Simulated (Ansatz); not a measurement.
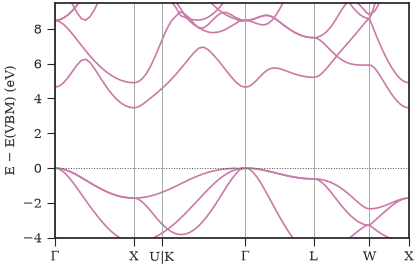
Figure: Band structure from plane-wave PAW r²SCAN (Ansatz code)

### Question
Read off the gap and where the band edges lie.

### Answer
About 3.5 eV (3.46 eV by a search for the band edges); maximum at Γ, minimum at X.

### Question
Pick the material that matches.
(A) MgSe, rock salt
(B) KBr, rock salt
(C) MgS, rock salt

### Answer
C, MgS, rock salt

Space group Fm-3m (rock salt). The r²SCAN relaxation kept the symmetry of its start.

Potentials: the later of the program's two PAW sets.
